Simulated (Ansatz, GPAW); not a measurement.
# WSi2As4 monolayer: work function by functional and basis, part 2 of 3

How far do functional and basis move the work function of WSi2As4 monolayer? Where a layer proves gapped, the work function hangs on where the smearing puts the Fermi level, and the band edges take its place.

GPAW 26.7.0 and Ansatz 0.2.0; Ansatz plane waves; layer without images along its normal, relaxation of atoms and in-plane cell (the session's first sound run).

So far. Step 2 (Relaxation): The relaxation lowered the energy of the cell by 1.58 eV.

### 3. The slab's potential

With the geometry fixed, the planar mean of the potential gives the vacuum level on each side.

This step: GPAW, PAW setups; slab in vacuum (GPAW 26.7.0).

The cell differs from the one that the last finished run ended in (c 42.110 → 27.980 Å).

run.py reads:

```python
import json
import numpy as np
from ase import Atoms
from gpaw import GPAW, PW

slab = Atoms(
    ['As', 'Si', 'As', 'W', 'As', 'Si', 'As'],
    positions=[
        [0.00000, -0.00000, 9.00000],
        [0.00000, 2.08459, 10.12017],
        [0.00000, 2.08459, 12.49226],
        [0.00000, -0.00000, 13.98999],
        [0.00000, 2.08459, 15.48772],
        [0.00000, 2.08459, 17.85981],
        [0.00000, -0.00000, 18.97998]],
    cell=[[3.61062, -0.0, 0.0], [-1.80531, 3.12689, 0.0], [0.0, 0.0, 27.98]],
    pbc=[True, True, False])

slab.calc = GPAW(mode=PW(400), xc='PBE', kpts={'size': (9, 9, 1), 'gamma': True},
                 occupations={'name': 'fermi-dirac', 'width': 0.05}, nbands='140%',
                 convergence={'density': 1e-05}, maxiter=200,
                 poissonsolver={'dipolelayer': 'xy'},
                 symmetry={'tolerance': 1e-3}, txt='slab.txt')
result = {}
energy = slab.get_potential_energy()
fermi = slab.calc.get_fermi_level()
v = slab.calc.get_electrostatic_potential().mean((0, 1)) - fermi
n = slab.calc.get_pseudo_density().mean((0, 1))
L = slab.cell[2, 2]
z = np.arange(len(v)) * L / len(v)
low, high = slab.positions[:, 2].min(), slab.positions[:, 2].max()
below, above = np.interp([low - 6.8, high + 6.8], z, v)
slopes = [np.interp(x, z, np.gradient(v, z)) for x in (low - 6.8, high + 6.8)]
eps = np.array([[slab.calc.get_eigenvalues(k, s) for k in range(len(slab.calc.get_ibz_k_points()))]
                for s in range(slab.calc.get_number_of_spins())]) - fermi
top, bottom = eps[eps < 0].max(), eps[eps > 0].min()
dipole = slab.get_dipole_moment()[2]
print(f'energy {energy:.4f} eV, Fermi level {fermi:.4f} eV, dipole {dipole:.5f} e A')
print(f'potential 6.8 A off the faces, from the Fermi level: lower {below:.4f} eV, upper {above:.4f} eV')
print(f'slope of the potential there: lower {slopes[0]:.5f}, upper {slopes[1]:.5f} eV/A')
print(f'nearest levels on the mesh: {top:.4f} and {bottom:.4f} eV')
print('magnetic moment', round(slab.get_magnetic_moment(), 3))
result.update(energy=energy, fermi=fermi, dipole=dipole, below=below, above=above, slopes=slopes, edges=[top, bottom],
              z=z.tolist(), v=v.tolist(), n=n.tolist(), positions=slab.positions.tolist(),
              forces=slab.get_forces(apply_constraint=False).tolist(), moments=slab.get_magnetic_moments().tolist())
json.dump(result, open('result.json', 'w'))
```

Command:

```sh
OMP_NUM_THREADS=1 OPENBLAS_NUM_THREADS=1 python run.py
```

The program printed:

```text
energy -41.2741 eV, Fermi level 0.8411 eV, dipole -0.00057 e A
potential 6.8 A off the faces, from the Fermi level: lower 4.4381 eV, upper 4.4449 eV
slope of the potential there: lower -0.00004, upper 0.00004 eV/A
nearest levels on the mesh: -0.3543 and 0.3639 eV
magnetic moment 0.0
```

It took 47 s on 1 thread of Intel Xeon Platinum 8488C (Sapphire Rapids), shared host; peak memory 0.25 GiB.

This step gave:

| Property | Result |
| --- | --- |
| dipole along the normal | -5.68e-4 e·Å |
| levels nearest the Fermi level on the mesh | -0.3543, 0.3639 eV from the Fermi level |
| upper work function | 4.445 eV |
| lower work function | 4.438 eV |
| upper ionisation energy | 4.799 eV |

The electrostatic potential energy of an electron (without an applied field's), less the Fermi level, planar mean oscillates, so the rows of the table below give means over windows of 2 Å about each position, cut where the curve ends. Its maxima inside the range that stand out by 2 % of the span (Å: eV): 9.6: -10.0, 11.3: 1.44, 13.2: -6.58, 14.8: -6.58, 16.7: 1.44, 18.3: -10.0. Its minima: 9.0: -15.1, 10.1: -12.0, 12.5: -13.6, 14.0: -18.3, 15.4: -13.6, 17.9: -12.0, 19.0: -15.1.

Electrostatic potential energy of an electron (without an applied field's), less the Fermi level, planar mean against z; means over each step:

| z (Å) | electrostatic potential energy of an electron (without an applied field's), less the Fermi level, planar mean (eV) |
| --- | --- |
| 0 | 4.44 |
| 2 | 4.44 |
| 4 | 4.44 |
| 6 | 4.41 |
| 8 | -1.19 |
| 10 | -9.27 |
| 12 | -5.33 |
| 14 | -11.3 |
| 16 | -5.25 |
| 18 | -9.42 |
| 20 | -0.994 |
| 22 | 4.42 |
| 24 | 4.44 |
| 26 | 4.44 |

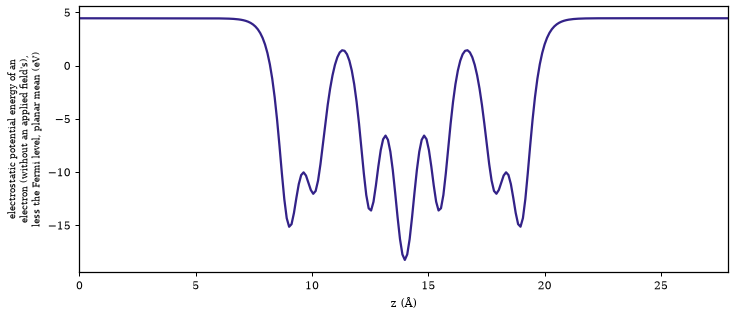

Electrostatic potential energy of an electron (without an applied field's), less the Fermi level, planar mean, plotted against z.

The pseudo valence density, planar mean oscillates, so the rows of the table below give means over windows of 2 Å about each position, cut where the curve ends. Its maxima inside the range that stand out by 2 % of the span (Å: e/Å³): 8.5: 0.258, 9.5: 0.401, 12.0: 0.252, 13.9: 1.14, 16.0: 0.252, 18.4: 0.401, 19.5: 0.258. Its minima: 8.9: 0.185, 11.2: 0.130, 12.4: 0.175, 15.5: 0.175, 16.8: 0.130, 19.1: 0.185.

Table of pseudo valence density, planar mean by z; means over each step:

| z (Å) | pseudo valence density, planar mean (e/Å³) |
| --- | --- |
| 4 | 4.7e-6 |
| 6 | 0.00128 |
| 8 | 0.122 |
| 10 | 0.254 |
| 12 | 0.212 |
| 14 | 0.686 |
| 16 | 0.210 |
| 18 | 0.255 |
| 20 | 0.120 |
| 22 | 0.00122 |
| 24 | 4.4e-6 |

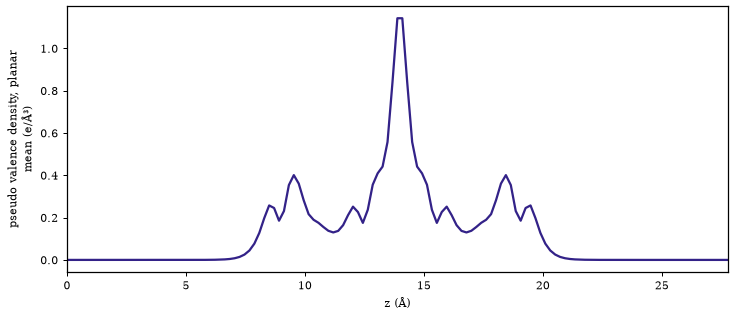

Pseudo valence density, planar mean, plotted against z.

Force by atom:

| atom | x (eV/Å) | y (eV/Å) | z (eV/Å) | size |
| --- | --- | --- | --- | --- |
| As1 | 0.0000 | 0.0000 | -0.0738 | 0.0738 |
| Si2 | 0.0000 | 0.0000 | 0.0244 | 0.0244 |
| As3 | 0.0000 | 0.0000 | 0.0398 | 0.0398 |
| W4 | 0.0000 | 0.0000 | 0.0000 | 0.0000 |
| As5 | 0.0000 | 0.0000 | -0.0398 | 0.0398 |
| Si6 | 0.0000 | 0.0000 | -0.0244 | 0.0244 |
| As7 | 0.0000 | 0.0000 | 0.0738 | 0.0738 |

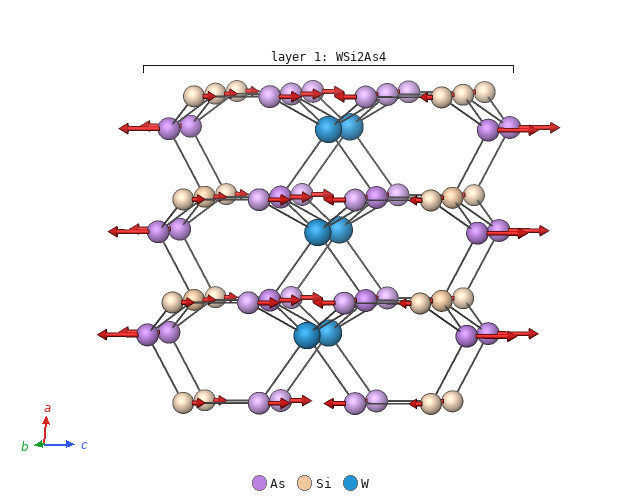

Force as arrows, the longest 0.0738 eV/Å. 2×1×1 cells are drawn. Some periodic images of atoms are drawn too.

The layer is gapped, so the Fermi level lies somewhere inside the gap, set by smearing and numerics, and these work functions are no property of the material; the band edges below the vacuum level are. The potential is flat to 4.1e-5 eV/Å where it is read, so the vacuum is wide enough. The geometry is the other program's minimum; here the largest force on a free atom is 0.074 eV/Å.

### 4. Self-consistent run: xc = "revPBE"

The same geometry under revPBE, to see how far the functional moves the levels against the vacuum.

run.py, as its differences from that of step 3:

```diff
@@ -18,3 +18,3 @@
 
-slab.calc = GPAW(mode=PW(400), xc='PBE', kpts={'size': (9, 9, 1), 'gamma': True},
+slab.calc = GPAW(mode=PW(400), xc='revPBE', kpts={'size': (9, 9, 1), 'gamma': True},
                  occupations={'name': 'fermi-dirac', 'width': 0.05}, nbands='140%',
```

The program printed:

```text
energy -39.1459 eV, Fermi level 0.9357 eV, dipole -0.00057 e A
potential 6.8 A off the faces, from the Fermi level: lower 4.3335 eV, upper 4.3403 eV
slope of the potential there: lower -0.00004, upper 0.00004 eV/A
nearest levels on the mesh: -0.3537 and 0.3625 eV
magnetic moment 0.0
```

Run time: 47 s. Hardware: 1 thread; peak memory 0.25 GiB.

Numbers from this step:

* dipole along the normal: -5.66e-4 e·Å
* levels nearest the Fermi level on the mesh: -0.3537, 0.3625 eV from the Fermi level
* upper work function: 4.340 eV
* lower work function: 4.333 eV
* upper ionisation energy: 4.694 eV

The electrostatic potential energy of an electron (without an applied field's), less the Fermi level, planar mean oscillates, so the rows of the table below give means over windows of 2.5 Å about each position, cut where the curve ends. Its maxima inside the range that stand out by 2 % of the span (Å: eV): 9.6: -10.1, 11.3: 1.35, 13.2: -6.66, 14.8: -6.66, 16.7: 1.35, 18.3: -10.1. Its minima: 9.0: -15.2, 10.1: -12.1, 12.5: -13.7, 14.0: -18.3, 15.4: -13.7, 17.9: -12.1, 19.0: -15.2.

Electrostatic potential energy of an electron (without an applied field's), less the Fermi level, planar mean against z; means over each step:

| z (Å) | electrostatic potential energy of an electron (without an applied field's), less the Fermi level, planar mean (eV) |
| --- | --- |
| 0.0 | 4.33 |
| 2.5 | 4.33 |
| 5.0 | 4.33 |
| 7.5 | 1.61 |
| 10.0 | -8.76 |
| 12.5 | -7.27 |
| 15.0 | -10.7 |
| 17.5 | -5.91 |
| 20.0 | -1.92 |
| 22.5 | 4.33 |
| 25.0 | 4.34 |
| 27.5 | 4.34 |

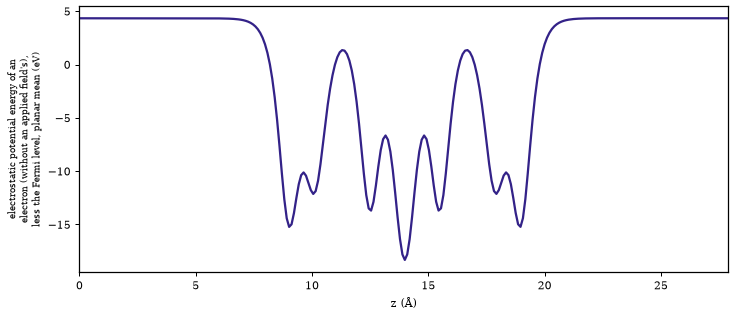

Electrostatic potential energy of an electron (without an applied field's), less the Fermi level, planar mean against z.

The pseudo valence density, planar mean oscillates, so the rows of the table below give means over windows of 2 Å about each position, cut where the curve ends. Its maxima inside the range that stand out by 2 % of the span (Å: e/Å³): 8.5: 0.257, 9.5: 0.401, 12.0: 0.251, 13.9: 1.14, 16.0: 0.251, 18.4: 0.401, 19.5: 0.257. Its minima: 8.9: 0.186, 11.2: 0.130, 12.4: 0.175, 15.5: 0.175, 16.8: 0.130, 19.1: 0.186.

Table of pseudo valence density, planar mean by z; means over each step:

| z (Å) | pseudo valence density, planar mean (e/Å³) |
| --- | --- |
| 4 | 5.0e-6 |
| 6 | 0.00126 |
| 8 | 0.122 |
| 10 | 0.254 |
| 12 | 0.212 |
| 14 | 0.686 |
| 16 | 0.210 |
| 18 | 0.255 |
| 20 | 0.120 |
| 22 | 0.00120 |
| 24 | 4.7e-6 |

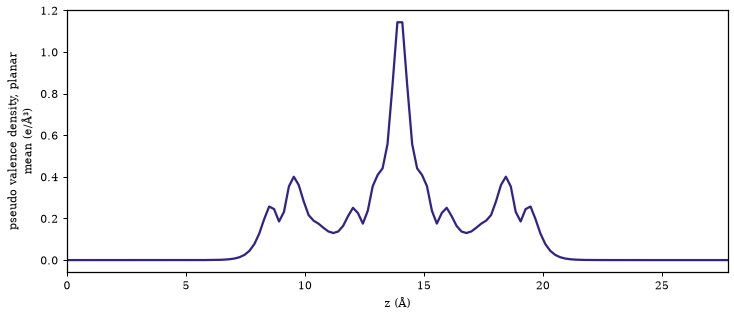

Pseudo valence density, planar mean against z.

Force by atom:

| atom | x (eV/Å) | y (eV/Å) | z (eV/Å) | size |
| --- | --- | --- | --- | --- |
| As1 | 0.000 | 0.000 | -0.171 | 0.171 |
| Si2 | 0.000 | 0.000 | 0.030 | 0.030 |
| As3 | 0.000 | 0.000 | -0.017 | 0.017 |
| W4 | 0.000 | 0.000 | 0.000 | 0.000 |
| As5 | 0.000 | 0.000 | 0.017 | 0.017 |
| Si6 | 0.000 | 0.000 | -0.030 | 0.030 |
| As7 | 0.000 | 0.000 | 0.171 | 0.171 |

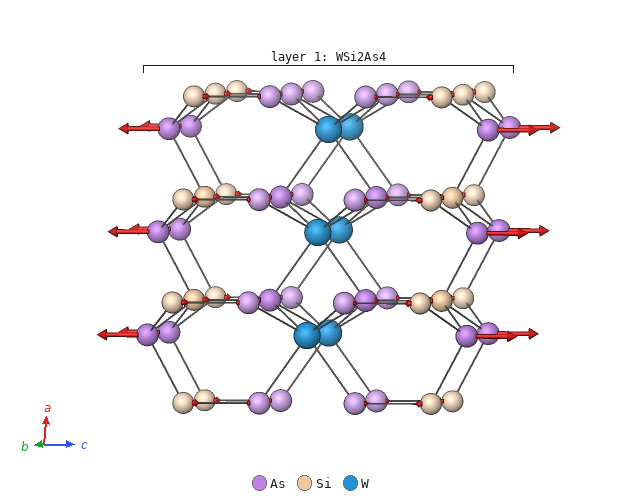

Force as arrows, the longest 0.171 eV/Å. 2×1×1 cells are drawn. Some periodic images of atoms are drawn too.

The highest filled level lies 0.354 eV under the Fermi level, so the ionisation energy from the upper face is 4.340 + 0.354 = 4.694 eV, against 4.799 eV in the base run.

### 5. Self-consistent run: xc = "RPBE"

The same geometry under RPBE, to see how far the functional moves the levels against the vacuum.

run.py, as its differences from that of step 4:

```diff
@@ -18,3 +18,3 @@
 
-slab.calc = GPAW(mode=PW(400), xc='revPBE', kpts={'size': (9, 9, 1), 'gamma': True},
+slab.calc = GPAW(mode=PW(400), xc='RPBE', kpts={'size': (9, 9, 1), 'gamma': True},
                  occupations={'name': 'fermi-dirac', 'width': 0.05}, nbands='140%',
```

The program printed:

```text
energy -38.7715 eV, Fermi level 0.9520 eV, dipole -0.00057 e A
potential 6.8 A off the faces, from the Fermi level: lower 4.3295 eV, upper 4.3363 eV
slope of the potential there: lower -0.00004, upper 0.00004 eV/A
nearest levels on the mesh: -0.3533 and 0.3620 eV
magnetic moment 0.0
```

Elapsed: 47 s, on 1 thread; peak memory 0.25 GiB.

This step gave:

* levels nearest the Fermi level on the mesh: -0.3533, 0.3620 eV from the Fermi level
* upper work function: 4.336 eV
* lower work function: 4.329 eV
* upper ionisation energy: 4.690 eV

The electrostatic potential energy of an electron (without an applied field's), less the Fermi level, planar mean oscillates, so the rows of the table below give means over windows of 2.5 Å about each position, cut where the curve ends. Its maxima inside the range that stand out by 2 % of the span (Å: eV): 9.6: -10.1, 11.3: 1.32, 13.2: -6.69, 14.8: -6.69, 16.7: 1.32, 18.3: -10.1. Its minima: 9.0: -15.3, 10.1: -12.2, 12.5: -13.7, 14.0: -18.3, 15.4: -13.7, 17.9: -12.2, 19.0: -15.2.

Electrostatic potential energy of an electron (without an applied field's), less the Fermi level, planar mean against z; means over each step:

| z (Å) | electrostatic potential energy of an electron (without an applied field's), less the Fermi level, planar mean (eV) |
| --- | --- |
| 0.0 | 4.33 |
| 2.5 | 4.33 |
| 5.0 | 4.33 |
| 7.5 | 1.59 |
| 10.0 | -8.79 |
| 12.5 | -7.30 |
| 15.0 | -10.8 |
| 17.5 | -5.94 |
| 20.0 | -1.94 |
| 22.5 | 4.32 |
| 25.0 | 4.34 |
| 27.5 | 4.34 |

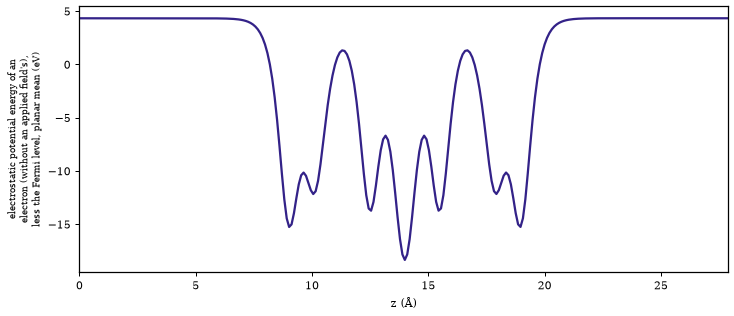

Electrostatic potential energy of an electron (without an applied field's), less the Fermi level, planar mean against z.

The highest filled level lies 0.353 eV under the Fermi level, so the ionisation energy from the upper face is 4.336 + 0.353 = 4.690 eV, against 4.799 eV in the base run.

### 6. Self-consistent run: xc = "vdW-DF2"

The same geometry under vdW-DF2, to see how far the functional moves the levels against the vacuum (the van der Waals functionals take revPBE setups).

run.py, as its differences from that of step 5:

```diff
@@ -18,3 +18,3 @@
 
-slab.calc = GPAW(mode=PW(400), xc='RPBE', kpts={'size': (9, 9, 1), 'gamma': True},
+slab.calc = GPAW(mode=PW(400), xc='vdW-DF2', kpts={'size': (9, 9, 1), 'gamma': True},
                  occupations={'name': 'fermi-dirac', 'width': 0.05}, nbands='140%',
```

The program printed:

```text
energy -492.9770 eV, Fermi level 0.6331 eV, dipole -0.00057 e A
potential 6.8 A off the faces, from the Fermi level: lower 4.8546 eV, upper 4.8614 eV
slope of the potential there: lower -0.00100, upper 0.00100 eV/A
nearest levels on the mesh: -0.2971 and 0.2691 eV
magnetic moment 0.0
```

Run time: 78 s. Hardware: 1 thread; peak memory 0.48 GiB.

This step gave:

```
dipole along the normal                    : -5.68e-4 e·Å
levels nearest the Fermi level on the mesh : -0.2971, 0.2691 eV from the Fermi level
upper work function                        : 4.861 eV
lower work function                        : 4.855 eV
upper ionisation energy                    : 5.159 eV
```

The highest filled level lies 0.297 eV under the Fermi level, so the ionisation energy from the upper face is 4.861 + 0.297 = 5.159 eV, against 4.799 eV in the base run.

### 7. Real-space grid: mode = "fd"

A real-space grid is a second complete basis, so it checks the plane-wave result.

run.py, as its differences from that of step 6:

```diff
@@ -3,3 +3,3 @@
 from ase import Atoms
-from gpaw import GPAW, PW
+from gpaw import GPAW
 
@@ -18,3 +18,3 @@
 
-slab.calc = GPAW(mode=PW(400), xc='vdW-DF2', kpts={'size': (9, 9, 1), 'gamma': True},
+slab.calc = GPAW(mode='fd', h=0.18, xc='PBE', kpts={'size': (9, 9, 1), 'gamma': True},
                  occupations={'name': 'fermi-dirac', 'width': 0.05}, nbands='140%',
```

The program printed:

```text
energy -41.2797 eV, Fermi level -4.4430 eV, dipole -0.00043 e A
potential 6.8 A off the faces, from the Fermi level: lower 4.4396 eV, upper 4.4465 eV
slope of the potential there: lower -0.00000, upper 0.00000 eV/A
nearest levels on the mesh: -0.3547 and 0.3642 eV
magnetic moment 0.0
```

Run time: 2.5 min. Hardware: 1 thread; peak memory 0.6 GiB.

Numbers from this step:

| Quantity | Value |
| --- | --- |
| dipole along the normal | -4.29e-4 e·Å |
| levels nearest the Fermi level on the mesh | -0.3547, 0.3642 eV from the Fermi level |
| upper work function | 4.446 eV |
| lower work function | 4.440 eV |
| upper ionisation energy | 4.801 eV |

The highest filled level lies 0.355 eV under the Fermi level, so the ionisation energy from the upper face is 4.446 + 0.355 = 4.801 eV, against 4.799 eV in the base run.

### 8. Atomic orbitals: mode = "lcao"

Atom-centred orbitals end a few angstrom from the surface, which tests how much the density's tail matters.

run.py, as its differences from that of step 7:

```diff
@@ -18,4 +18,4 @@
 
-slab.calc = GPAW(mode='fd', h=0.18, xc='PBE', kpts={'size': (9, 9, 1), 'gamma': True},
-                 occupations={'name': 'fermi-dirac', 'width': 0.05}, nbands='140%',
+slab.calc = GPAW(mode='lcao', basis='dzp', h=0.18, xc='PBE', kpts={'size': (9, 9, 1), 'gamma': True},
+                 occupations={'name': 'fermi-dirac', 'width': 0.05}, nbands='120%',
                  convergence={'density': 1e-05}, maxiter=200,
```

The program printed:

```text
energy -40.2093 eV, Fermi level -4.2181 eV, dipole -0.00043 e A
potential 6.8 A off the faces, from the Fermi level: lower 4.2147 eV, upper 4.2215 eV
slope of the potential there: lower 0.00000, upper 0.00000 eV/A
nearest levels on the mesh: -0.3618 and 0.3789 eV
magnetic moment 0.0
```

The job ended after 2.1 min (1 thread; peak memory 0.34 GiB).

This step gave:

| Property | Result |
| --- | --- |
| levels nearest the Fermi level on the mesh | -0.3618, 0.3789 eV from the Fermi level |
| upper work function | 4.221 eV |
| lower work function | 4.215 eV |
| upper ionisation energy | 4.583 eV |

The electrostatic potential energy of an electron (without an applied field's), less the Fermi level, planar mean oscillates, so the rows of the table below give means over windows of 2 Å about each position, cut where the curve ends. Its maxima inside the range that stand out by 2 % of the span (Å: eV): 9.6: -10.2, 11.3: 1.40, 13.2: -6.70, 14.8: -6.70, 16.7: 1.40, 18.4: -10.2. Its minima: 9.1: -15.3, 10.0: -12.1, 12.5: -13.6, 14.0: -18.4, 15.5: -13.6, 17.9: -12.1, 18.9: -15.3.

Table of electrostatic potential energy of an electron (without an applied field's), less the Fermi level, planar mean by z; means over each step:

| z (Å) | electrostatic potential energy of an electron (without an applied field's), less the Fermi level, planar mean (eV) |
| --- | --- |
| 0 | 4.21 |
| 2 | 4.21 |
| 4 | 4.21 |
| 6 | 4.21 |
| 8 | -1.26 |
| 10 | -9.36 |
| 12 | -5.35 |
| 14 | -11.4 |
| 16 | -5.27 |
| 18 | -9.51 |
| 20 | -1.06 |
| 22 | 4.21 |
| 24 | 4.22 |
| 26 | 4.22 |

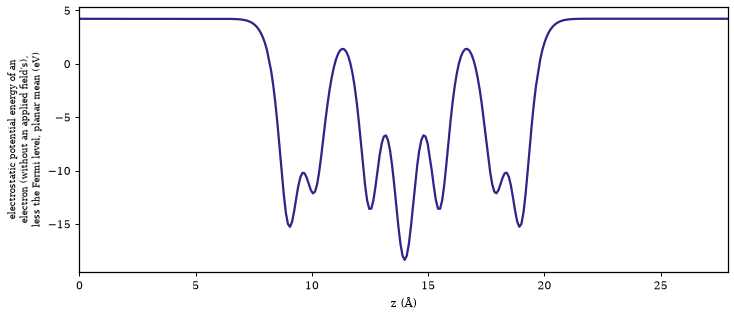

Electrostatic potential energy of an electron (without an applied field's), less the Fermi level, planar mean, plotted against z.

The highest filled level lies 0.362 eV under the Fermi level, so the ionisation energy from the upper face is 4.221 + 0.362 = 4.583 eV, against 4.799 eV in the base run.

### 9. Cost and result by level

Times are for 1 thread of Intel Xeon Platinum 8488C (Sapphire Rapids), shared host. The series side by side:

| no. | run | upper ionisation energy (eV) | time | memory (GiB) |
| --- | --- | --- | --- | --- |
| 1 | pw | 4.799 | 47 s | 0.25 |
| 2 | revPBE | 4.694 | 47 s | 0.25 |
| 3 | RPBE | 4.690 | 47 s | 0.25 |
| 4 | vdW DF2 | 5.159 | 78 s | 0.48 |
| 5 | fd | 4.801 | 2.5 min | 0.6 |
| 6 | lcao | 4.583 | 2.1 min | 0.34 |

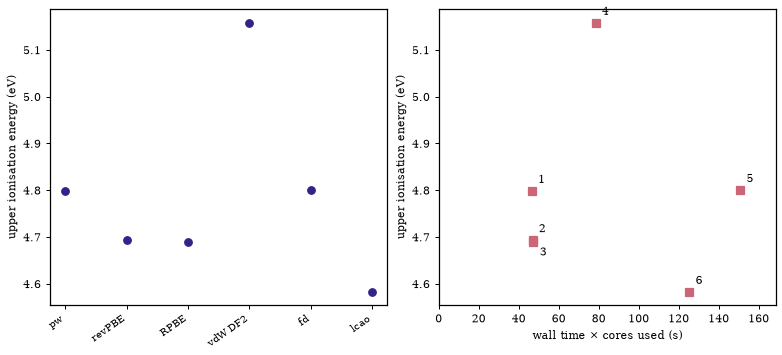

The series as plots; the last panel sets the first result against cost, with the runs numbered as in the table.

(Part 2 of 3 ends here.)

[Logs are printed without paths, hosts, clocks, repeated set-up lines and the standing remarks that a program may print on its own settings, such as how far it seeks lower states.]

[Hosts, paths, dates, database ids (printed as entryN), source tags and the programs' standing remarks are cut or masked in the printed files.]
